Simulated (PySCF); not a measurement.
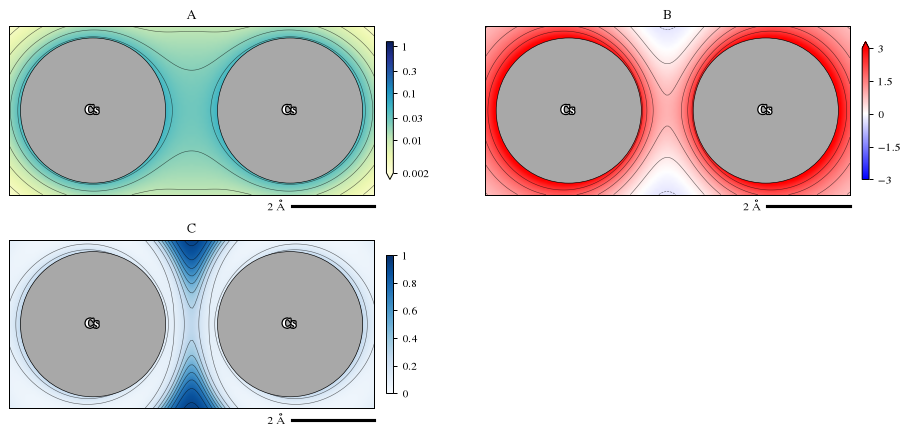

Cs2: 3 fields on a plane that holds the molecular axis, with unlabelled colour scales. Grey discs cover the atomic cores.

Core potentials replace the inner electrons of Cs.

Method: PBE0/def2-SVP, non-relativistic Hamiltonian with scalar-relativistic core potentials where named, at a bond length of 4.768 Å in PySCF 2.14.0.

**The panels show electron density, electron localisation function and electrostatic potential in some order. Assign them.**

Panel A: electron density. Panel B: electrostatic potential (strongly positive close to the atoms and fading to about zero outside). Panel C: electron localisation function.
